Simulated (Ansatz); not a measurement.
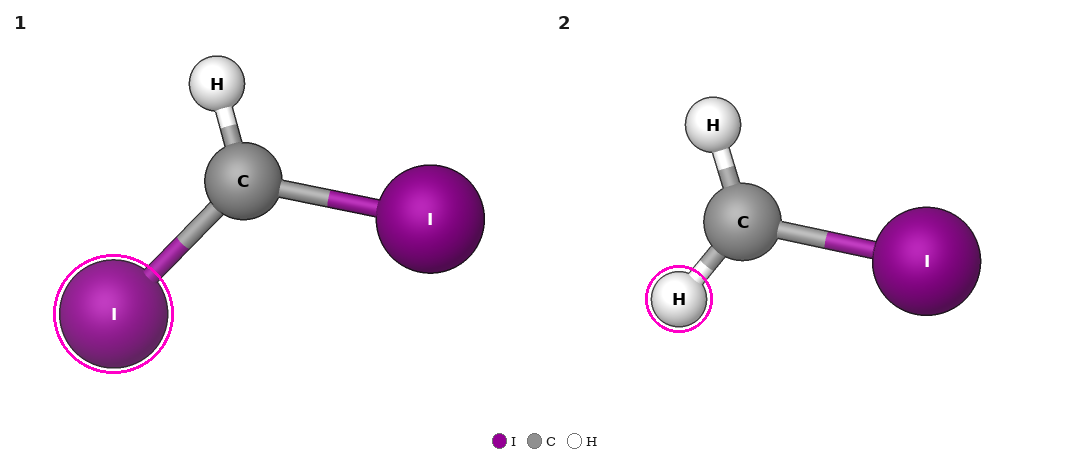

2 molecules with one skeleton, seen from the same side and at one scale; the atom that differs is circled. Each species is neutral and a spin doublet. Computed geometries: PBE0-D4/def2-TZVP optimisations, one conformation each. Properties computed with Ansatz 0.2.0. Elements past Kr carry core potentials.

One atom differs, called X below: I in panel 1, H in panel 2. Their formulas are CHI2 (`I[CH]I`), CH2I (`[CH2]I`).

### In which is the angle X–C–H larger (PBE0-D4/def2-TZVP)?

In panel 2 (X = H).

### In which is the harmonic zero-point energy higher (PBE0-D4/def2-TZVP)?

In panel 2 (X = H).

Give the values. With PBE0-D4/def2-TZVP: length of X–C (Å), angle X–C–H (°), harmonic zero-point energy (kJ/mol). With r2SCAN-D4/def2-TZVPP: dipole moment (D).

| quantity | 1 (I) | 2 (H) | 2 − 1 |
| --- | --- | --- | --- |
| length of X–C (Å) | 2.037 | 1.079 | −0.958 |
| angle X–C–H (°) | 117.2 | 123.2 | +6.0 |
| dipole moment (D) | 0.48 | 0.78 | +0.30 |
| harmonic zero-point energy (kJ/mol) | 35.7 | 57.4 | +21.7 |
